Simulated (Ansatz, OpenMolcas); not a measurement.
# How methods differ on NH (imidogen)

NH has 2 atoms, charge 0, and is taken as a triplet. SMILES: `[NH]`. The bond length is the measured one.

```xyz
2

N     0.0000    0.0000    0.0000
H     0.0000    0.0000    1.0362
```

Quantity: the vertical ionisation energy (to the doublet cation), in eV. The values are calculated.

```csv
level,kind,program,value (eV),less FCI/3-21G
USVWN5/3-21G,LDA,OpenMolcas,13.58,+0.91
UBLYP/3-21G,GGA,Ansatz,13.13,+0.46
UPBE/3-21G,GGA,Ansatz,13.35,+0.68
UPBE0/3-21G,global hybrid,Ansatz,13.40,+0.73
"SC-NEVPT2(6,5)/3-21G",multireference,OpenMolcas,12.58,-0.09
ROCCSD(T)/3-21G,coupled cluster or CI,OpenMolcas,12.67,0.00
UBCCD(T)/3-21G,coupled cluster or CI,Ansatz,12.30,-0.37
UCCSD(T)/3-21G,coupled cluster or CI,Ansatz,12.68,+0.01
FCI/3-21G,exact in the basis,OpenMolcas,12.67,0.00
```

FCI/3-21G is exact within its basis and frozen core, so for wave-function methods in that basis the difference is their error; functionals converge differently with the basis, so for them it is only a difference. The values span 12.30 to 13.58 eV. Spin contamination of the reference (⟨S²⟩ at least 0.1 too high) touches UBLYP/3-21G, UPBE/3-21G, UPBE0/3-21G, UBCCD(T)/3-21G, UCCSD(T)/3-21G. All rows use very small basis sets, so even the best lies far from the true value.

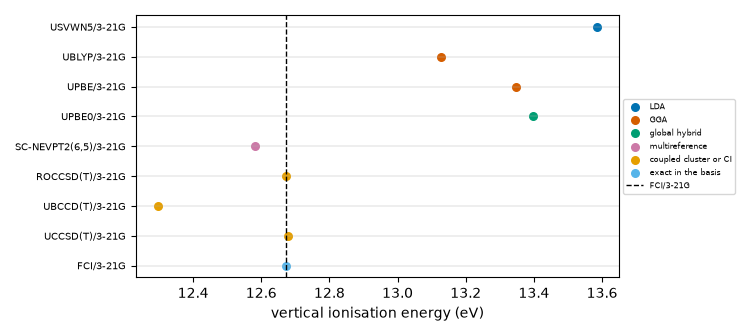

The values of the table, level by level.
